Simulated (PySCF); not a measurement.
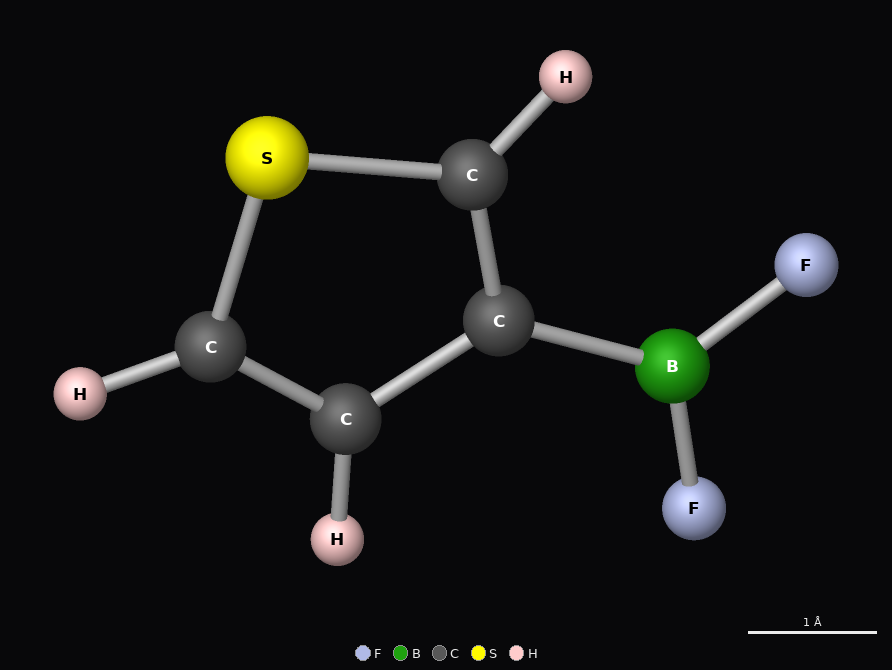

The picture shows a molecular structure as a ball-and-stick model. Every bond is drawn as one stick, whatever its order.

Computed geometry: PBE0-D3(BJ)/def2-SVP optimisation. No frequency run is at hand to confirm it as a minimum.

What is the molecular formula?

Answer. C4H3BF2S, 11 atoms: 4 carbon, 3 hydrogen, 1 boron, 2 fluorine and 1 sulfur.

Count the bonded pairs by element.

Answer. 3 C–C, 3 C–H, 2 B–F, 2 C–S, 1 C–B.

Does it have rings?

Answer. Independent rings (smallest set): 1 of 5 members, 1 of them aromatic.

More results for the same structure follow; atom numbers are the same in all pictures, views and colours differ.

**Quadrupole coupling**

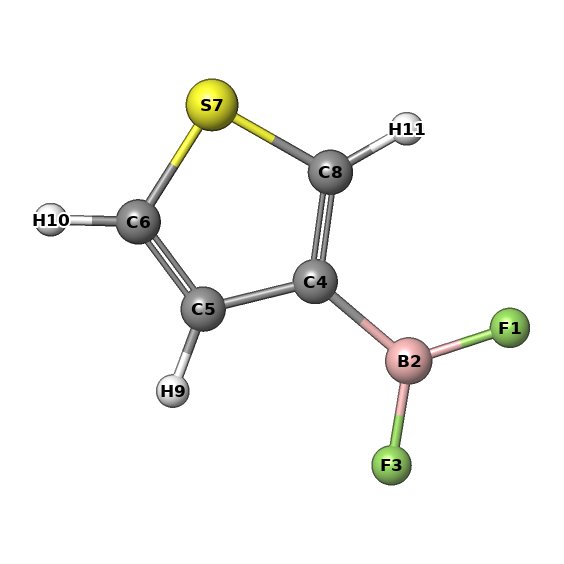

No frequency run is at hand to confirm it as a minimum. Electric field gradients from the ground-state density, PBE0/pcSseg-1 in chloroform (IEF-PCM) (PySCF 2.14.0), non-relativistic apart from any core potentials.

Give the largest field-gradient component, the quadrupole coupling constant and the asymmetry for 11B at B2 (Q = 40.59 mb), 33S at S7 (Q = −67.81 mb), 2H at H9 (Q = 2.86 mb), 2H at H10 (Q = 2.86 mb), 2H at H11 (Q = 2.86 mb).

| atom | V_zz (a.u.) | e²qQ/h (MHz) | η |
| --- | --- | --- | --- |
| B2 | 0.346 | 3.30 | 0.68 |
| S7 | 1.737 | −27.7 | 0.36 |
| H9 | 0.306 | 0.205 | 0.06 |
| H10 | 0.309 | 0.208 | 0.10 |
| H11 | 0.306 | 0.206 | 0.08 |

**Charges**

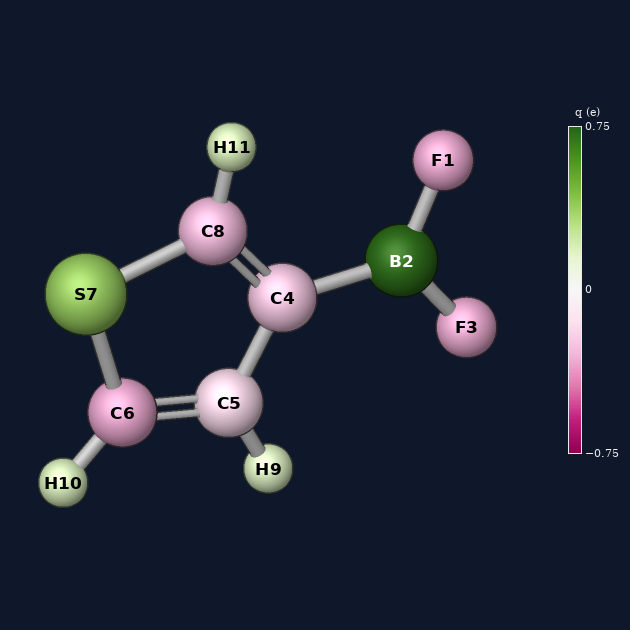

Atoms are coloured by their IAO charges. No frequency run is at hand to confirm it as a minimum. Level of theory: PBE0/pcSseg-1 in chloroform (IEF-PCM) (PySCF 2.14.0).

List the IAO charges.

```tsv
atom	value (e)
F1	−0.32
B2	0.71
F3	−0.32
C4	−0.23
C5	−0.16
C6	−0.32
S7	0.38
C8	−0.28
H9	0.17
H10	0.19
H11	0.19
```

**Levels of theory compared**

No frequency run is at hand to confirm it as a minimum. Program: PySCF 2.14.0.

Compare dipole (D) at these levels: BHandHLYP/aug-pcX-1 (pcseg-1 on H) (def2-SVPD on S); CAM-B3LYP/def2-SVPD; CAM-B3LYP/def2-SVPD in chloroform (IEF-PCM); CAM-B3LYP/def2-SVPD in cyclohexane (IEF-PCM); PBE0/pcSseg-1 in chloroform (IEF-PCM); PBE0/pcSseg-1 in cyclohexane (IEF-PCM).

```
                                              level  dipole (D)
BHandHLYP/aug-pcX-1 (pcseg-1 on H) (def2-SVPD on S)        2.07
                                CAM-B3LYP/def2-SVPD        2.09
        CAM-B3LYP/def2-SVPD in chloroform (IEF-PCM)        2.42
       CAM-B3LYP/def2-SVPD in cyclohexane (IEF-PCM)        2.28
              PBE0/pcSseg-1 in chloroform (IEF-PCM)        2.35
             PBE0/pcSseg-1 in cyclohexane (IEF-PCM)        2.21
```

**Polarisability**

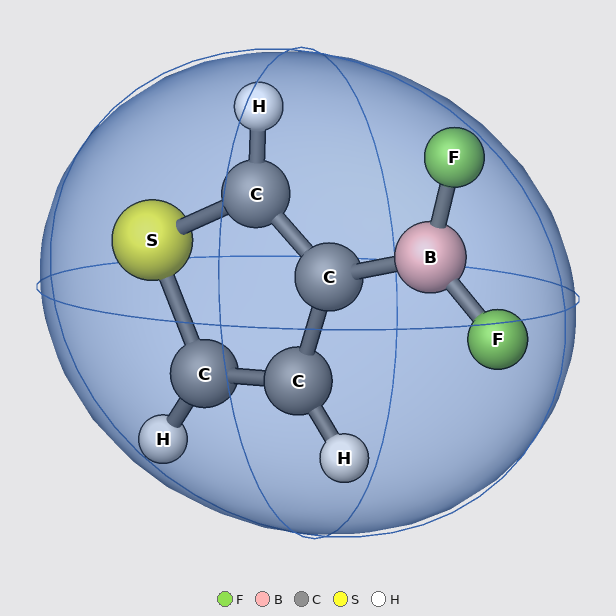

The ellipsoid shows the static dipole polarisability: its half-axes are proportional to the principal values. No frequency run is at hand to confirm it as a minimum. Method: CAM-B3LYP/def2-SVPD (PySCF 2.14.0).

How large and how anisotropic is the polarisability?

Answer. Principal values 48.9, 78.6, 98.4 bohr³; mean 75.3 bohr³ (11.15 Å³); anisotropy 43.1 bohr³, so the longest axis is 2.01 times the shortest.
